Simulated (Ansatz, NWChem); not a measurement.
**How basis sets differ on As2 (SMILES [As]#[As])**

As2, singlet, SMILES `[As]#[As]`. Each level relaxes the structure for itself.

Quantity: the equilibrium bond length, in Å. The values are calculated.

| level | kind | program | value (Å) |
| --- | --- | --- | --- |
| HF/STO-3G | Hartree–Fock | Ansatz | 1.979 |
| HF/3-21G | Hartree–Fock | NWChem | 2.121 |
| HF/6-31G* (Cartesian functions) | Hartree–Fock | Ansatz | 2.066 |
| HF/cc-pVTZ | Hartree–Fock | Ansatz | 2.061 |

All-electron rows without a relativistic Hamiltonian named are non-relativistic. The values span 1.979 to 2.121 Å.

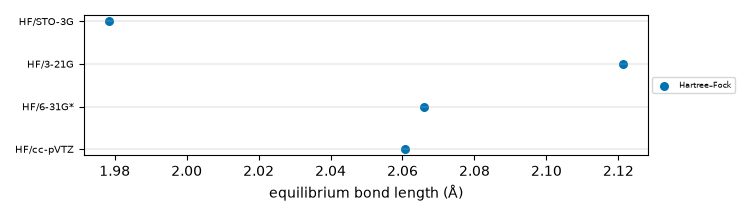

The values of the table, level by level.
